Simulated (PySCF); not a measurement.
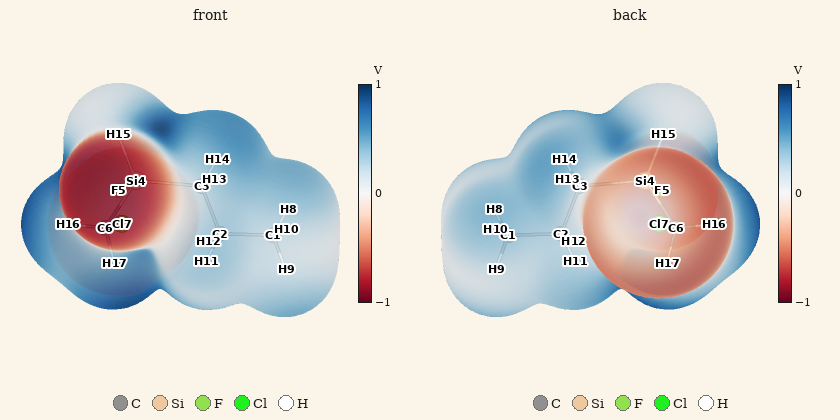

Figure. C4H10ClFSi. The electrostatic potential painted on the density surface at 0.001 e/bohr³, seen from the front and from behind; red is negative and blue positive.

Geometry: GFN2-xTB.

Computed with PySCF 2.14.0, PBE0/pcSseg-1, SCF density, gas phase, non-relativistic.

```xyz
17

C    -2.4235   -0.8507   -0.2364
C    -1.1565   -0.0077   -0.3111
C    -0.2043   -0.3262    0.8466
Si    1.3732    0.7251    0.8557
F     0.9537    2.2894    0.9273
C     2.3424    0.5904   -0.7845
Cl    2.8449   -1.1006   -1.0694
H    -2.9533   -0.6638    0.6952
H    -3.0894   -0.6146   -1.0631
H    -2.1800   -1.9099   -0.2847
H    -0.6552   -0.2020   -1.2611
H    -1.4221    1.0509   -0.2824
H     0.0533   -1.3858    0.8072
H    -0.7370   -0.1738    1.7880
H     2.2402    0.5162    2.0045
H     3.2526    1.1864   -0.7732
H     1.7541    0.8888   -1.6501
```

Where is the surface potential most negative and most positive?

Answer. The most negative region (about −0.9 V) lies over F5, the most positive (about +0.9 V) over Si4, H16 and H17.

How polar is the molecule by this calculation?

Answer. Its dipole moment is 0.90 D.
